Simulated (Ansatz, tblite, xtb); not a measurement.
A ladder of methods for ZnSiH3OF (SMILES [F][Zn][O][SiH3])

ZnSiH3OF has 7 atoms, charge 0, and is taken as a singlet. As SMILES, `[F][Zn][O][SiH3]`. Geometry: relaxed at PBE0-D4/def2-TZVP.

Quantity: the dipole moment, in D. The values are calculated.

| level | kind | program | value (D) |
| --- | --- | --- | --- |
| GFN2-xTB | semi-empirical | tblite | 2.06 |
| GFN1-xTB | semi-empirical | tblite | 0.32 |
| GFN0-xTB | semi-empirical | xtb | 0.21 |
| IPEA1-xTB | semi-empirical | tblite | 1.23 |
| HF/STO-3G | Hartree–Fock | Ansatz | 0.57 |
| HF/3-21G | Hartree–Fock | Ansatz | 0.98 |
| HF/def2-SVP | Hartree–Fock | Ansatz | 0.74 |
| B3LYP/6-31G* (spherical functions) | global hybrid | Ansatz | 0.50 |
| B3LYP/6-31G* (Cartesian functions) | global hybrid | Ansatz | 0.49 |
| PBE0/def2-SVP | global hybrid | Ansatz | 0.50 |

The values span 0.21 to 2.06 D. Magnitudes only: a small dipole may point the other way at some levels. Sets without polarisation functions give poor dipoles.

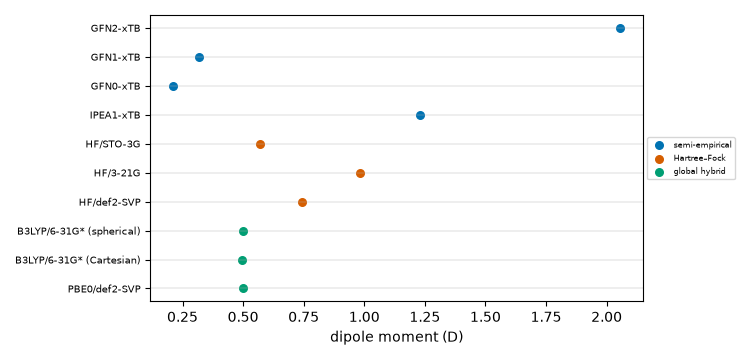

The values of the table, level by level.
